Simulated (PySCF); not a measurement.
# GaH2OF (SMILES [OH][GaH][F]) at 5 levels

Aim: a comparison of 5 runs (HF/3-21G, HF/def2-SVP, HF/cc-pVTZ, CCSD/pcseg-2, CCSD(T)/6-31G) of GaH2OF. Input form: a Python script.

Program for the calculation: PySCF 2.14.0.

### 1 Starting point

GaH2OF has 5 atoms, charge 0, and is taken as a singlet. As SMILES, `[OH][GaH][F]`. The coordinates come from a PBE0-D4/def2-TZVP relaxation. This is one conformer, not always the lowest.

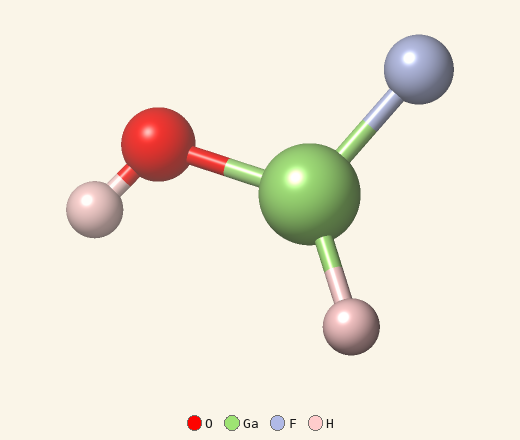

The structure, seen from a chosen angle (oxygen red, gallium green, fluorine light blue, hydrogen pink).

### 2 Energy and forces at HF/3-21G (run 1)

job.py

```python
from pyscf import gto, scf

mol = gto.M(
    atom='''
O   -1.130400  -0.588700  -0.283800
Ga   0.383700   0.280500   0.015600
F    0.438300   1.777800  -0.881200
H   -1.210600  -1.420700   0.187200
H    1.569000  -0.122600   0.920900
''',
    verbose=3,
    max_memory=1860,
    spin=0,
    basis='3-21g',
)

myscf = scf.RHF(mol)
myscf.conv_tol = 1e-10
myscf.kernel()
if not myscf.converged:
    myscf = myscf.newton().run(myscf.mo_coeff, myscf.mo_occ)

energy = myscf.e_tot
print('E = %.10f Eh' % energy)
grad = myscf.nuc_grad_method().kernel()
myscf.analyze()
```

The run is started by

```console
$ OMP_NUM_THREADS=1 python job.py
```

Output:

```text
converged SCF energy = -2088.43742752897
E = -2088.4374275290 Eh
--------------- RHF gradients ---------------
         x                y                z
0 O    -0.0326564550    -0.0124640993    -0.0103490845
1 Ga     0.0248090368    -0.0242555724     0.0287389985
2 F    -0.0007036262     0.0272029317    -0.0172295447
3 H     0.0098201250     0.0073752845     0.0008666149
4 H    -0.0012690807     0.0021414555    -0.0020269841
----------------------------------------------
**** MO energy ****
MO #1   energy= -376.482838459612  occ= 2
MO #2   energy= -48.0114300109959  occ= 2
MO #3   energy= -42.2721609218171  occ= 2
MO #4   energy= -42.2695301269234  occ= 2
MO #5   energy= -42.269415004521   occ= 2
MO #6   energy= -26.0696528660534  occ= 2
MO #7   energy= -20.4314854094172  occ= 2
MO #8   energy= -6.39347614569267  occ= 2
MO #9   energy= -4.47143564699194  occ= 2
MO #10  energy= -4.46640974599707  occ= 2
MO #11  energy= -4.46597180126433  occ= 2
MO #12  energy= -1.47838792451698  occ= 2
MO #13  energy= -1.30815778151179  occ= 2
MO #14  energy= -1.1514316191103   occ= 2
MO #15  energy= -1.15002746924686  occ= 2
MO #16  energy= -1.14973183620238  occ= 2
MO #17  energy= -1.14482505880991  occ= 2
MO #18  energy= -1.13436842237979  occ= 2
MO #19  energy= -0.662850533458126 occ= 2
MO #20  energy= -0.59786211230872  occ= 2
MO #21  energy= -0.557337319467653 occ= 2
MO #22  energy= -0.55278689024354  occ= 2
MO #23  energy= -0.531537386873443 occ= 2
MO #24  energy= -0.478048918077297 occ= 2
MO #25  energy= -0.460731386042494 occ= 2
MO #26  energy= 0.0730283914885033 occ= 0
MO #27  energy= 0.115025027056248  occ= 0
MO #28  energy= 0.151180623000473  occ= 0
MO #29  energy= 0.196702635270002  occ= 0
MO #30  energy= 0.311882638827456  occ= 0
MO #31  energy= 0.312176706071068  occ= 0
MO #32  energy= 0.349166219888535  occ= 0
MO #33  energy= 0.471762325430751  occ= 0
MO #34  energy= 0.497871760058905  occ= 0
MO #35  energy= 1.29520528826519   occ= 0
MO #36  energy= 1.3355624123911    occ= 0
MO #37  energy= 1.8146658588205    occ= 0
MO #38  energy= 1.94020393748605   occ= 0
MO #39  energy= 2.07237833539299   occ= 0
MO #40  energy= 2.30861772202339   occ= 0
MO #41  energy= 2.36373644826314   occ= 0
MO #42  energy= 2.52216127329232   occ= 0
MO #43  energy= 3.08483693067244   occ= 0
MO #44  energy= 3.70822687767234   occ= 0
 ** Mulliken atomic charges  **
charge of    0O =     -0.66130
charge of    1Ga =      0.99680
charge of    2F =     -0.48774
charge of    3H =      0.28557
charge of    4H =     -0.13334
Dipole moment(X, Y, Z, Debye):  1.26649, -2.93938,  2.52075
```

Wall time 1.1 s (1 thread of Arm Neoverse V2, shared host); peak memory 0.13 GiB.

### 3 Energy and gradient at HF/def2-SVP (run 2)

start.xyz

```xyz
5
FGaH2O
O     -1.130400    -0.588700    -0.283800
Ga     0.383700     0.280500     0.015600
F      0.438300     1.777800    -0.881200
H     -1.210600    -1.420700     0.187200
H      1.569000    -0.122600     0.920900
```

input.py

```python
import pyscf.grad
from pyscf import gto

molecule = gto.M(
    atom='start.xyz',
    max_memory=1860,
    charge=0,
    verbose=4,
    basis='def2-svp',
)

mf = molecule.RHF()
mf.conv_tol = 1e-10
mf.kernel()
if not mf.converged:
    mf = mf.newton().run(mf.mo_coeff, mf.mo_occ)

etot = mf.e_tot
print('Final energy', etot)
grad = mf.Gradients().kernel()
mf.analyze()
```

The run is started by

```console
$ OMP_NUM_THREADS=1 python input.py
```

Output:

```text
PySCF version 2.14.0

[... 80 lines left out ...]
DFT Exchange-Correlation Energy =      -92.709918799054776
[... 11 lines left out ...]
MO #10  energy= -4.52482844198445  occ= 2
[... 9 lines left out ...]
MO #20  energy= -0.627655216084676 occ= 2
[... 9 lines left out ...]
MO #30  energy= 0.244825402434846  occ= 0
[... 9 lines left out ...]
MO #40  energy= 0.905420854856876  occ= 0
[... 9 lines left out ...]
MO #50  energy= 1.82930346969934   occ= 0
[... 9 lines left out ...]
MO #60  energy= 2.75852519591832   occ= 0
[... 9 lines left out ...]
MO #70  energy= 4.12869635394518   occ= 0
[... 78 lines left out ...]
Dipole moment(X, Y, Z, Debye):  1.16037, -2.81342,  2.38400
```

It took 2.9 s on 1 thread of Arm Neoverse V2, shared host; peak memory 0.15 GiB.

Runs 3 to 4 aren't shown in full; the table further down has their settings and results.

### 4 A single-point energy at CCSD(T)/6-31G (run 5)

run.py

```python
from pyscf import gto, cc

system = gto.M(
    atom='''
O       -1.130400      -0.588700      -0.283800
Ga       0.383700       0.280500       0.015600
F        0.438300       1.777800      -0.881200
H       -1.210600      -1.420700       0.187200
H        1.569000      -0.122600       0.920900
''',
    basis='6-31g',
    charge=0,
    verbose=4,
    max_memory=1860,
)

mf = system.RHF()
mf.conv_tol = 1e-10
mf.kernel()
if not mf.converged:
    mf = mf.newton().run(mf.mo_coeff, mf.mo_occ)

mycc = cc.CCSD(mf, frozen=11)
mycc.kernel()
e_t = mycc.ccsd_t()
e_final = mycc.e_tot + e_t
print('Final energy', e_final)
mf.analyze()
```

The run is started by

```console
$ OMP_NUM_THREADS=1 python run.py
```

Output:

```text
PySCF version 2.14.0

[... 86 lines left out ...]
CCSD converged
[... 9 lines left out ...]
DFT Exchange-Correlation Energy =      -92.747901348961705
[... 8 lines left out ...]
MO #7   energy= -20.5633011062143  occ= 2
[... 6 lines left out ...]
MO #14  energy= -1.24175031899854  occ= 2
[... 6 lines left out ...]
MO #21  energy= -0.586709789471    occ= 2
[... 6 lines left out ...]
MO #28  energy= 0.118932714195292  occ= 0
[... 6 lines left out ...]
MO #35  energy= 1.15163928540297   occ= 0
[... 6 lines left out ...]
MO #42  energy= 1.72016680125764   occ= 0
[... 6 lines left out ...]
MO #49  energy= 3.23163660340936   occ= 0
[... 57 lines left out ...]
Dipole moment(X, Y, Z, Debye):  1.66147, -3.23693,  2.92350
```

Run time: 2.7 s. Hardware: 1 thread of Arm Neoverse V2, shared host; peak memory 0.16 GiB.

### 5 The series

```tsv
run	level	task	frozen core orbitals	energy (Eh)	dipole moment (D) of the reference	HOMO energy (eV)	LUMO energy (eV)	wall time
1	HF/3-21G	gradient	–	-2088.437428	4.07	-12.54	1.99	1.1 s
2	HF/def2-SVP	gradient	–	-2098.389111	3.87	-13.13	1.93	2.9 s
3	HF/cc-pVTZ	gradient	–	-2098.892310	3.67	-13.15	1.67	25 s
4	CCSD/pcseg-2	energy	11	-2099.514843	3.78	-13.21	1.37	2.1 min
5	CCSD(T)/6-31G	energy	11	-2098.861114	4.67	-13.10	1.51	2.7 s
```

### 6 Summary of results

| quantity | value |
| --- | --- |
| run 5: total energy | -2098.86111 Eh |
| run 5: dipole moment (Hartree–Fock density) | 4.67 D |
| run 5: HOMO energy (Hartree–Fock orbitals) | -13.10 eV |
| run 5: LUMO energy (Hartree–Fock orbitals) | 1.51 eV |
| run 5: HOMO–LUMO gap (Hartree–Fock orbitals) | 14.60 eV |
| run 5: correlation energy (11 core orbitals frozen) | -456.3 mEh |
| run 5: (T) correction | -6.78 mEh |
| run 5: T1 diagnostic | 0.015 |

In words: Over runs 1, 2, 3 the dipole moment (its size) runs from 3.67 D (HF/cc-pVTZ) to 4.07 D (HF/3-21G). Over runs 1, 2, 3 the HOMO–LUMO gap runs from 14.52 eV (HF/3-21G) to 15.06 eV (HF/def2-SVP). All runs together took 2.6 min, the longest 2.1 min.
